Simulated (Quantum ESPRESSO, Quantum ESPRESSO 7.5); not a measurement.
# 2H-MoTe2, layer by layer

Aim: screening, gap and ionisation potential of 2H-MoTe2 against the number of layers.

Calculated with Quantum ESPRESSO 7.5; plane-wave DFT, PBE, GBRV ultrasoft pseudopotentials (geometry by pw.x at PBE-D3(BJ), GBRV ultrasoft).

## 1. Set-up

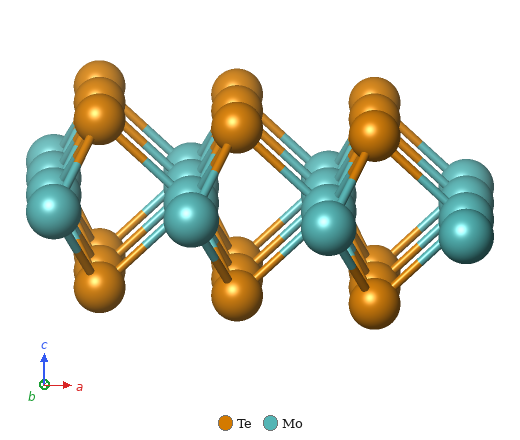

The starting structure, seen nearly edge on (tellurium orange, molybdenum teal). 3×3×1 cells are drawn. Bonds to atoms that aren't drawn are left out. Some periodic images of atoms are drawn too.

The cell holds 3 atoms: 2 Te and 1 Mo. Its edges and angles: a = 3.550 Å, b = 3.550 Å, c = 20.774 Å, α = 90.0°, β = 90.0°, γ = 120.0°. It derives from MoTe2. Vacuum lies along c.

## 2. Relaxing cell and ions, 1 layer

Cell and atoms are relaxed with a D3(BJ) correction; only the in-plane cell moves (cell_dofree = 2Dxy), and the cutoff is raised for the stress.

The input, n1.relax.in:

```
&control
  prefix = 'n1.relax'
  outdir = './out'
  pseudo_dir = './pseudo'
  nstep = 50
  forc_conv_thr = 0.0004
  calculation = 'vc-relax'
  etot_conv_thr = 1e-06
/
&system
  ibrav = 0
  nat = 3
  ntyp = 2
  ecutwfc = 50
  ecutrho = 250
  vdw_corr = 'grimme-d3'
  dftd3_version = 4
  occupations = 'smearing'
  smearing = 'fd'
  degauss = 0.004
/
&electrons
  conv_thr = 1e-09
  mixing_beta = 0.4
  electron_maxstep = 120
  mixing_mode = 'plain'
/
&ions
/
&cell
  cell_dofree = '2Dxy'
  press_conv_thr = 0.3
/
ATOMIC_SPECIES
  Te  127.6000  te_pbe_v1.uspp.F.UPF
  Mo  95.9500  mo_pbe_v1.uspp.F.UPF
CELL_PARAMETERS angstrom
  3.55000000000000 0.00000000000000 0.00000000000000
  -1.77500000000000 3.07439018343476 0.00000000000000
  0.00000000000000 0.00000000000000 20.77410263064833
ATOMIC_POSITIONS crystal
  Te  0.333333333333 0.666666666667 0.409163281376
  Mo  0.000000000000 0.000000000000 0.500000000000
  Te  0.333333333333 0.666666666667 0.590836718624
K_POINTS automatic
  12 12 1 0 0 0
```

The run is started by

```bash
$ OMP_NUM_THREADS=1 mpirun -n 4 pw.x -nk 4 -in n1.relax.in > n1.relax.out
```

The log of the run:

```text
Program PWSCF v.7.5 starts
[citation notice left out]

     Parallel version (MPI & OpenMP), running on       4 processor cores
     Number of MPI processes:                 4
     Threads/MPI process:                     1

     MPI processes distributed on     1 nodes
[...]
Current dimensions of program PWSCF are:
     Max number of different atomic species (ntypx) = 10
     Max number of k-points (npk) =  40000
     Max angular momentum in pseudopotentials (lmaxx) =  4
     Message from routine setup:
     using ibrav=0 with symmetry is DISCOURAGED, use correct ibrav instead

     K-points division:     npool     =       4
     Subspace diagonalization in iterative solution of the eigenvalue problem:
     a serial algorithm will be used

     G-vector sticks info
     --------------------
     sticks:   dense  smooth     PW     G-vecs:    dense   smooth      PW
     Sum         769     613    187               102101    72849   11767

     Using Slab Decomposition

     bravais-lattice index     =            0
     lattice parameter (alat)  =       6.7085  a.u.
     unit-cell volume          =    1530.0521 (a.u.)^3
     number of atoms/cell      =            3
     number of atomic types    =            2
     number of electrons       =        26.00
     number of Kohn-Sham states=           17
     kinetic-energy cutoff     =      50.0000  Ry
     charge density cutoff     =     250.0000  Ry
     scf convergence threshold =      1.0E-09
     mixing beta               =       0.4000
     number of iterations used =            8  plain     mixing
     energy convergence thresh.=      1.0E-06
     force convergence thresh. =      4.0E-04
     press convergence thresh. =      3.0E-01
     Exchange-correlation= SLA  PW   PBE  PBE
                           (   1   4   3   4   0   0   0)
     nstep                     =           50

     celldm(1)=   6.708528  celldm(2)=   0.000000  celldm(3)=   0.000000
     celldm(4)=   0.000000  celldm(5)=   0.000000  celldm(6)=   0.000000

     crystal axes: (cart. coord. in units of alat)
               a(1) = (   1.000000   0.000000   0.000000 )
               a(2) = (  -0.500000   0.866025   0.000000 )
               a(3) = (   0.000000   0.000000   5.851860 )

     reciprocal axes: (cart. coord. in units 2 pi/alat)
               b(1) = (  1.000000  0.577350 -0.000000 )
               b(2) = (  0.000000  1.154701  0.000000 )
               b(3) = (  0.000000 -0.000000  0.170886 )

     PseudoPot. # 1 for Te read from file:
     ./pseudo/te_pbe_v1.uspp.F.UPF
     Pseudo is Ultrasoft + core correction, Zval =  6.0
     Generated by new atomic code, or converted to UPF format
     Using radial grid of  891 points,  5 beta functions with:
                l(1) =   0
                l(2) =   0
                l(3) =   1
                l(4) =   1
                l(5) =   2
     Q(r) pseudized with  6 coefficients,  rinner =    1.800   1.800   1.800
                                                       1.800   1.800

     PseudoPot. # 2 for Mo read from file:
     ./pseudo/mo_pbe_v1.uspp.F.UPF
     Pseudo is Ultrasoft + core correction, Zval = 14.0
     Generated by new atomic code, or converted to UPF format
     Using radial grid of  889 points,  6 beta functions with:
                l(1) =   0
                l(2) =   0
                l(3) =   1
                l(4) =   1
                l(5) =   2
                l(6) =   2
     Q(r) pseudized with  6 coefficients,  rinner =    1.000   1.000   1.000
                                                       1.000   1.000

     atomic species   valence    mass     pseudopotential
     Te                6.00   127.60000     Te( 1.00)
     Mo               14.00    95.95000     Mo( 1.00)

     12 Sym. Ops. (no inversion) found

   Cartesian axes

     site n.     atom                  positions (alat units)
         1        Te     tau(   1) = (  -0.0000000   0.5773503   2.3943662  )
         2        Mo     tau(   2) = (   0.0000000   0.0000000   2.9259299  )
         3        Te     tau(   3) = (  -0.0000000   0.5773503   3.4574937  )

     --------------------------------------------
     DFT-D3 Dispersion Correction (3-body terms):
     --------------------------------------------
       Reference C6 values for interpolation:

         atom   Coordination number   C6
         Mo         0.000          1691.79
         Mo         1.942          1004.01
         Mo        11.056           674.22
         Te         0.000           851.07
         Te         0.981           850.20
         Te         1.964           837.16

       Values used:

         atom   Coordination number  R0_AB[au]  C6      C8
         Te         4.398            3.676    837.16  84978.05
         Mo         7.294            3.547    674.21  77634.20
         Te         4.398            3.676    837.16  84978.05

         Molecular C6 ( Ry / a.u.^6 ) =      7025.83

     number of k points=    19  Fermi-Dirac smearing, width (Ry)=  0.0040
                       cart. coord. in units 2pi/alat
        k(    1) = (   0.0000000   0.0000000   0.0000000), wk =   0.0138889
        k(    2) = (   0.0000000   0.0962250   0.0000000), wk =   0.0833333
        k(    3) = (   0.0000000   0.1924501   0.0000000), wk =   0.0833333
        k(    4) = (   0.0000000   0.2886751   0.0000000), wk =   0.0833333
        k(    5) = (   0.0000000   0.3849002   0.0000000), wk =   0.0833333
        k(    6) = (   0.0000000   0.4811252   0.0000000), wk =   0.0833333
        k(    7) = (   0.0000000  -0.5773503   0.0000000), wk =   0.0416667
        k(    8) = (   0.0833333   0.1443376   0.0000000), wk =   0.0833333
        k(    9) = (   0.0833333   0.2405626   0.0000000), wk =   0.1666667
        k(   10) = (   0.0833333   0.3367877   0.0000000), wk =   0.1666667
[...]
k(   19) = (   0.3333333   0.5773503   0.0000000), wk =   0.0277778

     Dense  grid:   102101 G-vectors     FFT dimensions: (  36,  36, 200)

     Smooth grid:    72849 G-vectors     FFT dimensions: (  32,  32, 180)

     Estimated max dynamical RAM per process >     167.44 MB

     Estimated total dynamical RAM >     594.99 MB

     Initial potential from superposition of free atoms

     starting charge      25.9985, renormalised to      26.0000

     negative rho (up, down):  2.539E-03 0.000E+00
     Starting wfcs are   21 randomized atomic wfcs

     total cpu time spent up to now is        1.5 secs

     per-process dynamical memory:    85.0 Mb

     Self-consistent Calculation

     iteration #  1     ecut=    50.00 Ry     beta= 0.40
[...]
Davidson diagonalization with overlap
     ethr =  1.00E-06,  avg # of iterations =  6.0

     negative rho (up, down):  2.457E-03 0.000E+00

     total cpu time spent up to now is       42.8 secs

     total energy              =    -192.47320291 Ry
     estimated scf accuracy    <       0.00043017 Ry

[...]
iteration #  8     ecut=    50.00 Ry     beta= 0.40
[...]
negative rho (up, down):  2.451E-03 0.000E+00

[...]
End of self-consistent calculation

[...]
the Fermi energy is     0.6948 ev

!    total energy              =    -192.47338337 Ry
     estimated scf accuracy    <          3.4E-10 Ry
     smearing contrib. (-TS)   =      -0.00000029 Ry
     internal energy E=F+TS    =    -192.47338308 Ry

     The total energy is F=E-TS. E is the sum of the following terms:
     one-electron contribution =    -904.06197026 Ry
     hartree contribution      =     453.18941788 Ry
     xc contribution           =     -48.26908545 Ry
     ewald contribution        =     306.75317580 Ry
     DFT-D3 Dispersion         =      -0.08492105 Ry

     convergence has been achieved in   8 iterations

     negative rho (up, down):  2.451E-03 0.000E+00

     Forces acting on atoms (cartesian axes, Ry/au):

     atom    1 type  1   force =    -0.00000000   -0.00000000    0.01574778
     atom    2 type  2   force =     0.00000000    0.00000000    0.00000000
     atom    3 type  1   force =     0.00000000    0.00000000   -0.01574778

     Total force =     0.022271     Total SCF correction =     0.000016

     Computing stress (Cartesian axis) and pressure

     negative rho (up, down):  2.451E-03 0.000E+00
          total   stress  (Ry/bohr**3)                   (kbar)     P=       -7.55
  -0.00004045   0.00000000  -0.00000000           -5.95        0.00       -0.00
  -0.00000000  -0.00004045  -0.00000000           -0.00       -5.95       -0.00
   0.00000000   0.00000000  -0.00007314            0.00        0.00      -10.76

     Energy error            =      2.3E-03 Ry
     Gradient error          =      1.6E-02 Ry/Bohr
     Cell gradient error     =      5.9E+00 kbar

     number of scf cycles    =   3
     number of bfgs steps    =   2

     enthalpy           old  =    -192.4711323360 Ry
     enthalpy           new  =    -192.4733833689 Ry

     CASE: enthalpy          _new < enthalpy          _old

     new trust radius        =       0.0551984210 bohr
     new conv_thr            =       0.0000000004 Ry

     new unit-cell volume =   1504.47732 a.u.^3 (   222.94054 Ang^3 )
     density =      2.61549 g/cm^3

CELL_PARAMETERS (angstrom)
   3.520205930  -0.000000000   0.000000000
  -1.760102965   3.048587762   0.000000000
   0.000000000   0.000000000  20.774102631

ATOMIC_POSITIONS (crystal)
Te               0.3333333333        0.6666666667        0.4125961126
Mo              -0.0000000000       -0.0000000000        0.5000000000
Te               0.3333333333        0.6666666667        0.5874038874

[...]
NEW-OLD atomic charge density approx. for the potential
     New effective cutoffs (rho, wfc):  254.08   50.84

     negative rho (up, down):  2.391E-03 0.000E+00

     total cpu time spent up to now is       55.0 secs

     per-process dynamical memory:    90.3 Mb

[...]
!    total energy              =    -192.47438955 Ry
[...]
Total force =     0.002352     Total SCF correction =     0.000029
[...]
number of bfgs steps    =   3
[...]
new trust radius        =       0.0047937239 bohr
[...]
!    total energy              =    -192.47439779 Ry
[...]
Total force =     0.000187     Total SCF correction =     0.000011
[...]
number of bfgs steps    =   4
[...]
new trust radius        =       0.0004515978 bohr
[...]
!    total energy              =    -192.47439819 Ry
[...]
Total force =     0.000208     Total SCF correction =     0.000004
[...]
Self-consistent Calculation

     iteration #  1     ecut=    50.00 Ry     beta= 0.40
     Davidson diagonalization with overlap
     ethr =  1.00E-06,  avg # of iterations = 10.7

     negative rho (up, down):  2.675E-03 0.000E+00

     total cpu time spent up to now is      100.3 secs

     total energy              =    -192.18836518 Ry
     estimated scf accuracy    <       0.62006024 Ry

[...]
iteration # 16     ecut=    50.00 Ry     beta= 0.40
[...]
negative rho (up, down):  2.574E-03 0.000E+00

[...]
End of self-consistent calculation

          k = 0.0000 0.0000 0.0000 (  9011 PWs)   bands (ev):

   -60.5833 -34.7458 -34.6094 -34.6094 -12.5384 -11.6247  -4.8989  -1.7137
    -1.4671  -1.4671  -0.6950  -0.6950  -0.3968   3.2602   3.2602   3.5159
     3.5159

          k = 0.0000 0.0970 0.0000 (  9023 PWs)   bands (ev):

   -60.5827 -34.7440 -34.6181 -34.6115 -12.4413 -11.5559  -4.7919  -1.8718
    -1.6892  -1.3871  -0.8266  -0.6464  -0.3989   2.8543   2.9398   3.3049
     3.3432

          k = 0.0000 0.1940 0.0000 (  9017 PWs)   bands (ev):

   -60.5809 -34.7390 -34.6416 -34.6170 -12.1591 -11.3566  -4.4959  -2.2823
    -2.2556  -1.1606  -1.1473  -0.7395  -0.4628   2.0729   2.3305   2.8259
     3.5183

          k = 0.0000 0.2911 0.0000 (  9027 PWs)   bands (ev):

   -60.5785 -34.7323 -34.6735 -34.6245 -11.7226 -11.0508  -4.1296  -3.0678
    -2.8453  -1.5205  -1.0947  -0.8316  -0.6751   1.5983   2.3167   2.3508
     3.6691

          k = 0.0000 0.3881 0.0000 (  8999 PWs)   bands (ev):

   -60.5762 -34.7256 -34.7052 -34.6321 -11.1981 -10.6912  -4.3255  -3.5970
    -3.4011  -1.8429  -1.3952  -0.8481  -0.4797   1.5760   1.9190   2.7492
     3.7512

          k = 0.0000 0.4851 0.0000 (  8991 PWs)   bands (ev):

   -60.5744 -34.7282 -34.7207 -34.6376 -10.7209 -10.3770  -5.0266  -4.2421
    -3.2606  -2.0555  -1.5384  -0.7513  -0.2119   1.6909   1.7570   3.1825
     3.7810

[...]
the Fermi energy is     0.7156 ev

!    total energy              =    -192.47439539 Ry
     estimated scf accuracy    <          8.4E-13 Ry
     smearing contrib. (-TS)   =      -0.00000019 Ry
     internal energy E=F+TS    =    -192.47439521 Ry

     The total energy is F=E-TS. E is the sum of the following terms:
     one-electron contribution =    -915.10716045 Ry
     hartree contribution      =     458.73264470 Ry
     xc contribution           =     -48.31944498 Ry
     ewald contribution        =     312.30561964 Ry
     DFT-D3 Dispersion         =      -0.08605412 Ry

     convergence has been achieved in  16 iterations

     negative rho (up, down):  2.574E-03 0.000E+00

     Forces acting on atoms (cartesian axes, Ry/au):

     atom    1 type  1   force =     0.00000000    0.00000000   -0.00014019
     atom    2 type  2   force =    -0.00000000   -0.00000000    0.00000000
     atom    3 type  1   force =     0.00000000    0.00000000    0.00014019

     Total force =     0.000198     Total SCF correction =     0.000001

     Computing stress (Cartesian axis) and pressure

     negative rho (up, down):  2.574E-03 0.000E+00
          total   stress  (Ry/bohr**3)                   (kbar)     P=       -0.20
  -0.00000207  -0.00000000  -0.00000000           -0.30       -0.00       -0.00
  -0.00000000  -0.00000207   0.00000000           -0.00       -0.30        0.00
  -0.00000000   0.00000000   0.00000005           -0.00        0.00        0.01

[...]
=------------------------------------------------------------------------------=
   JOB DONE.
=------------------------------------------------------------------------------=
```

Elapsed: 2.1 min, on 4 MPI ranks of Arm Neoverse V1, shared host; peak memory 0.76 GiB.

Relaxation path:

| step | energy less that of the first step (eV) | largest force (eV/Å) | volume (Å³) |
| --- | --- | --- | --- |
| 1 | 0.0000 | 0.9741 | 226.73 |
| 2 | -0.0417 | 0.7137 | 225.68 |
| 3 | -0.0723 | 0.4049 | 224.51 |
| 4 | -0.0860 | 0.0428 | 222.94 |
| 5 | -0.0861 | 0.0034 | 223.05 |
| 6 | -0.0861 | 0.0038 | 223.02 |
| 7 | -0.0861 | 0.0036 | 223.02 |

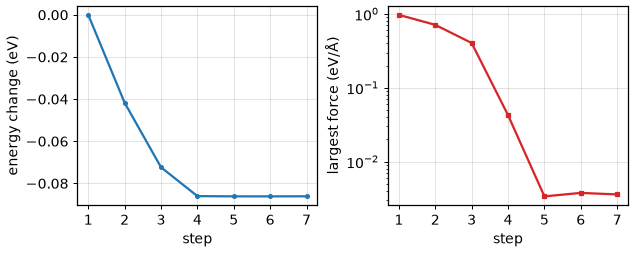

Energy and largest force along the relaxation.

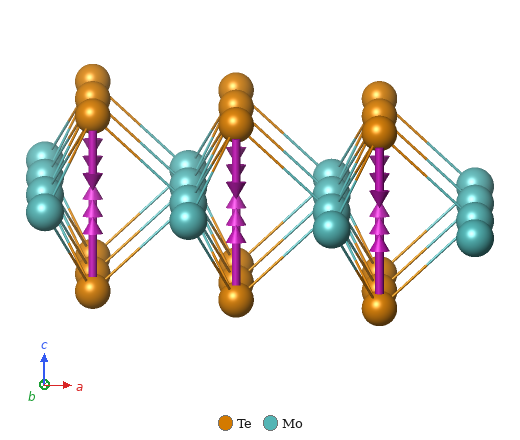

Displacements in the relaxation, exaggerated, measured against the changing cell; the longest in the cell stands for 0.07 Å. Bonds to atoms that aren't drawn are left out. 3×3×1 cells are drawn. Some periodic images of atoms are drawn too.

| cell as run | before | after | change |
| --- | --- | --- | --- |
| a (Å) | 3.550 | 3.521 | -0.8 % |
| b (Å) | 3.550 | 3.521 | -0.8 % |

The atoms that moved most (Å, along periodic axes as changes of fractional coordinates times the final cell, across vacuum about the mean position):

| atom | dx | dy | dz | length |
| --- | --- | --- | --- | --- |
| Te3 | 0.000 | 0.000 | -0.069 | 0.069 |
| Te1 | 0.000 | 0.000 | 0.069 | 0.069 |

Final coordinates:

```
CELL_PARAMETERS angstrom
3.52083 0.00000 0.00000
-1.76042 3.04913 0.00000
0.00000 0.00000 20.77410
ATOMIC_POSITIONS crystal
Te 0.33333 0.66667 0.41247
Mo 0.00000 0.00000 0.50000
Te 0.33333 0.66667 0.58753
```

 The last row is no step: it is a fresh SCF in the final cell with a new plane-wave basis, +0 meV from the row before.

Numbers from this step:

| Quantity | Value |
| --- | --- |
| free energy | -2618.7476 eV |
| Fermi energy | 0.7156 eV |

(Part 1 of 8 ends here.)

[Logs are printed without paths, hosts, clocks, repeated set-up lines and the standing remarks that a program may print on its own settings, such as how far it seeks lower states.]

[Hosts, paths, dates, database ids (printed as entryN), source tags and the programs' standing remarks are cut or masked in the printed files.]

[Maps of the electrostatic potential energy from Ansatz leave out the sawtooth potential of an applied field or a dipole correction, so their vacuum need not be flat; planar profiles and work functions include it.]
